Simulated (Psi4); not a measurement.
**CCSD(T)/cc-pVDZ run of AlNH3OF (SMILES [NH2][Al]([OH])[F])**

Aim: the vertical ionisation energy of AlNH3OF at CCSD(T)/cc-pVDZ, from 2 runs. 

Program for the calculation: Psi4 1.11.

1 further run of the same task is left out (set aside as unsound or not needed).

### 1 Starting point

The species is AlNH3OF (7 atoms), meant as a singlet with charge 0. As SMILES, `[NH2][Al]([OH])[F]`. Geometry: relaxed at PBE0-D4/def2-TZVP. This is one conformer, not always the lowest.

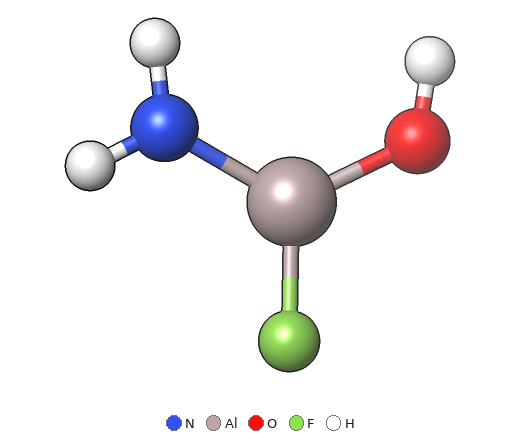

The structure, seen from a chosen angle (nitrogen blue, aluminium light grey, oxygen red, fluorine green, hydrogen white).

### 2 The energy at CCSD(T)/cc-pVDZ

Input file job.inp:

```
memory 2200 MB

molecule geom {
  0 1
  N
  Al 1 1.755022
  O 2 1.685314 1 124.92847
  F 2 1.644151 3 116.99674 1 -179.99075
  H 1 1.006467 2 123.70293 4 -0.02469
  H 1 1.005602 5 110.5708 2 179.98801
  H 3 0.954141 2 124.9467 4 179.92136
  symmetry c1
  no_reorient
  no_com
}

set globals {
  basis           cc-pVDZ
  puream          true
  e_convergence   1e-09
  d_convergence   1e-08
  scf_type        pk
  num_frozen_docc 8
}

energy("ccsd(t)")
```

Launch:

```
$ psi4 -n 1 job.inp job.out
```

job.out:

```text
[...]
  Running in c1 symmetry.
[...]
  Nuclear repulsion =  160.681148246364216
[...]
  Multiplicity = 1
[...]
  Nalpha       = 20
  Nbeta        = 20
[...]
    Number of basis functions: 75
[...]
   @RHF iter   1:  -472.37700541843094   -1.24855e+00   9.62290e-03 ADIIS/DIIS
[...]
   @RHF iter  12:  -472.58994448671012   -2.27374e-13   2.14215e-09 DIIS
[...]
    Orbital Energies [Eh]
    ---------------------
    Doubly Occupied:
       1A    -58.502667     2A    -26.245727     3A    -20.543786
       4A    -15.539325     5A     -4.918226     6A     -3.234193
       7A     -3.233908     8A     -3.233018     9A     -1.530763
      10A     -1.310320    11A     -1.117883    12A     -0.698484
      13A     -0.655981    14A     -0.641469    15A     -0.609549
      16A     -0.609360    17A     -0.576322    18A     -0.514319
      19A     -0.503514    20A     -0.411320
[...]
  @RHF Final Energy:  -472.58994448671012
   => Energetics <=
    Nuclear Repulsion Energy =            160.6811482463642164
    One-Electron Energy =                -977.2819166677368230
    Two-Electron Energy =                 344.0108239346624259
    Total Energy =                       -472.5899444867101238
[...]
 Multipole Moments:
 ------------------------------------------------------------------------------------
     Multipole            Electronic (a.u.)      Nuclear  (a.u.)        Total (a.u.)
 ------------------------------------------------------------------------------------
 L = 1.  Multiply by 2.5417464519 to convert [e a0] to [Debye]
 Dipole X            :          0.0004462           -0.0015746           -0.0011284
 Dipole Y            :          2.6457860           -3.5287688           -0.8829828
 Dipole Z            :          3.2872252           -4.5059708           -1.2187456
 Magnitude           :                                                    1.5049919
[...]
      * MP2 total energy                      = -473.198776300996883
[...]
      * CCSD total energy                     = -473.216662100734595
[...]
      * CCSD(T) total energy                  = -473.228453416769639
[...]
```

Wall time 24 s (1 thread of AMD EPYC 7R43 (Zen 3), shared host); peak memory 0.44 GiB.

### 3 The doublet cation at the same level

Input file job.inp:

```
memory 2200 mb

molecule geom {
  1 2
  N     -0.569800     0.926800    -0.530800
  Al    -0.133300    -0.630000     0.151800
  O      1.368400    -1.004200     0.819000
  F     -1.265600    -1.822100     0.146500
  H     -1.473200     1.130200    -0.925100
  H      0.029600     1.732300    -0.586700
  H      2.105200    -0.401000     0.879500
  symmetry c1
}

set reference uhf
set puream true
set e_convergence 1e-09
set d_convergence 1e-08
set scf_type pk
set num_frozen_docc 8
set maxiter 100

result = energy("ccsd(t)/cc-pVDZ")
```

Launch:

```
$ psi4 -n 1 job.inp job.out
```

job.out:

```text
[...]
  Running in c1 symmetry.
[...]
  Nuclear repulsion =  160.681135521526329
[...]
  Multiplicity = 2
[...]
  Nalpha       = 20
  Nbeta        = 19
[...]
    Number of basis functions: 75
[...]
   @UHF iter   1:  -472.08849899361940   -9.60044e-01   8.21517e-03 DIIS/ADIIS
[...]
   @UHF iter  15:  -472.26089062295245   -1.93268e-12   4.51441e-09 DIIS
[...]
   @S^2 Observed:                7.576061273E-01
[...]
    Orbital Energies [Eh]
    ---------------------
    Alpha Occupied:
       1A    -58.766131     2A    -26.445629     3A    -20.743136
       4A    -15.971467     5A     -5.180614     6A     -3.496818
       7A     -3.496212     8A     -3.495172     9A     -1.726547
      10A     -1.560693    11A     -1.502955    12A     -1.040775
      13A     -0.992233    14A     -0.907754    15A     -0.883380
      16A     -0.832053    17A     -0.800820    18A     -0.796435
      19A     -0.712021    20A     -0.692039
    Alpha Virtual:
      21A     -0.125518    22A     -0.082997    23A     -0.034976
      24A     -0.021041    25A     -0.006749    26A      0.058274
[...]
  @UHF Final Energy:  -472.26089062295245
   => Energetics <=
    Nuclear Repulsion Energy =            160.6811355215263291
    One-Electron Energy =                -966.9294088351548453
    Two-Electron Energy =                 333.9873826906760428
    Total Energy =                       -472.2608906229524450
  UHF NO Occupations:
  HONO-2 :   18  A 1.9992628
  HONO-1 :   19  A 1.9974688
[...]
 Multipole Moments:
 ------------------------------------------------------------------------------------
     Multipole            Electronic (a.u.)      Nuclear  (a.u.)        Total (a.u.)
 ------------------------------------------------------------------------------------
 L = 1.  Multiply by 2.5417464519 to convert [e a0] to [Debye]
 Dipole X            :         -2.1067057            2.1020419           -0.0046638
 Dipole Y            :         -1.3880087            5.2268855            3.8388769
 Dipole Z            :         -0.2900889           -1.0084989           -1.2985877
 Magnitude           :                                                    4.0525705
[...]
      * MP2 total energy                      = -472.828545564633544
[...]
      * CCSD total energy                     = -472.851670090495986
[...]
      * CCSD(T) total energy                     = -472.862929748649321
[...]
```

Run time: 71 s. Hardware: 1 thread of AMD EPYC 7R43 (Zen 3), shared host; peak memory 0.45 GiB.

### 4 Results

At CCSD(T)/cc-pVDZ, 8 core orbitals frozen:

| quantity | value |
| --- | --- |
| singlet AlNH3OF: total energy | -473.22845 Eh |
| singlet AlNH3OF: HOMO energy (Hartree–Fock orbitals) | -11.19 eV |
| singlet AlNH3OF: LUMO energy (Hartree–Fock orbitals) | 2.99 eV |
| singlet AlNH3OF: HOMO–LUMO gap (Hartree–Fock orbitals) | 14.18 eV |
| singlet AlNH3OF: correlation energy (8 core orbitals frozen) | -638.5 mEh |
| singlet AlNH3OF: (T) correction | -11.79 mEh |
| singlet AlNH3OF: T1 diagnostic | 0.013 |
| doublet cation: total energy | -472.86293 Eh |
| doublet cation: HOMO energy (Hartree–Fock orbitals) (highest over α and β) | -18.75 eV |
| doublet cation: LUMO energy (Hartree–Fock orbitals) (lowest over α and β) | -7.31 eV |
| doublet cation: correlation energy (8 core orbitals frozen) | -602.0 mEh |
| doublet cation: (T) correction | -11.26 mEh |
| doublet cation: ⟨S²⟩ of the reference determinant | 0.758 |
| doublet cation: T1 diagnostic | 0.027 |
| vertical ionisation energy (to the doublet cation) | 9.946 eV |

What this shows: Removing an electron at fixed nuclei costs 9.95 eV (960 kJ/mol). The triples (singlet AlNH3OF) make up 1.8 % of the correlation energy. The triples (doublet cation) make up 1.9 % of the correlation energy.
